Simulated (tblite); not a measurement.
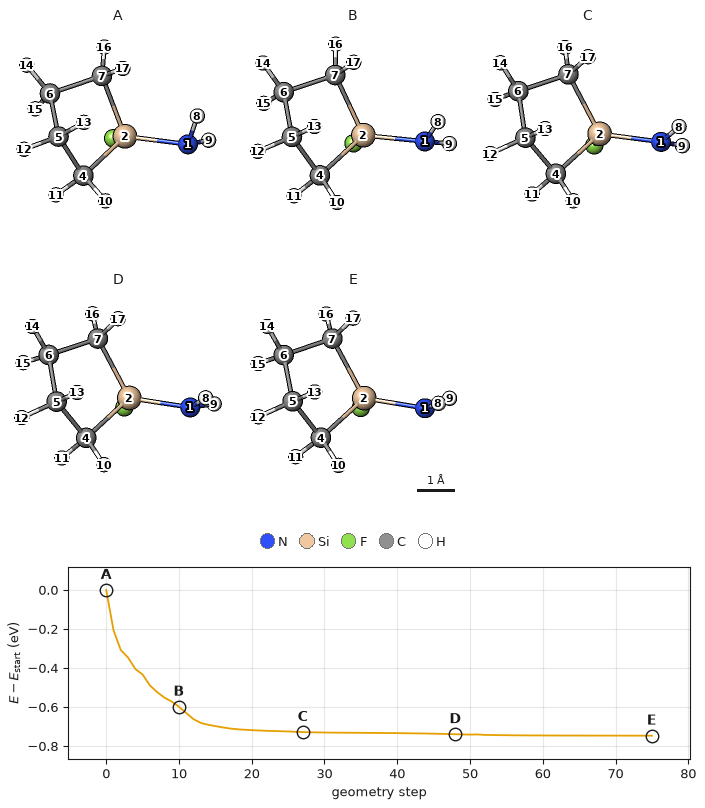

Frames of a relaxation of C4H10FNSi, marked on the history of the run. The picture is a ball-and-stick view, seen at a tilt.

The calculation used tblite, GFN2-xTB geometry optimisation, gas phase. 

Describe the path.

Answer. After 75 geometry steps the energy has fallen by 0.746 eV. The atom that moves furthest after the best rigid fit is an H atom (0.68 Å). By element the largest moves are H 0.68 Å, F 0.38 Å, C 0.23 Å, Si 0.13 Å, N 0.10 Å. Some distances before and after: N–Si 1.786 → 1.717 Å, H–N 1.064 → 1.005 Å, F–Si 1.661 → 1.623 Å, C–H 1.118 → 1.087 Å. Among the angles between lasting bonds that change: Si–N–H 106.7° → 120.4°, N–Si–C 110.9° → 122.5°, N–Si–F 113.8° → 102.4°. Groups turn about C–C by about 20°. From step 0 to 10: an H atom moves most (0.25 Å), energy −0.598 eV. From step 10 to 27: an H atom moves most (0.22 Å), energy −0.130 eV. From step 27 to 48: an H atom moves most (0.26 Å), energy −0.011 eV. From step 48 to 75: an H atom moves most (0.17 Å), energy −0.007 eV.

| step | E − E(0), eV |
| --- | --- |
| 0 | 0.0000 |
| 1 | -0.2054 |
| 2 | -0.3071 |
| 3 | -0.3458 |
| 4 | -0.4044 |
| 5 | -0.4329 |
| 6 | -0.4885 |
| 7 | -0.5230 |
| 8 | -0.5509 |
| 9 | -0.5714 |
| 10 | -0.5978 |
| 13 | -0.6807 |
| 17 | -0.7092 |
| 20 | -0.7177 |
| 24 | -0.7231 |
| 27 | -0.7276 |
| 31 | -0.7304 |
| 34 | -0.7311 |
| 37 | -0.7321 |
| 41 | -0.7335 |
| 44 | -0.7350 |
| 48 | -0.7387 |
| 51 | -0.7397 |
| 54 | -0.7433 |
| 58 | -0.7446 |
| 61 | -0.7451 |
| 65 | -0.7455 |
| 68 | -0.7457 |
| 72 | -0.7459 |
| 75 | -0.7460 |
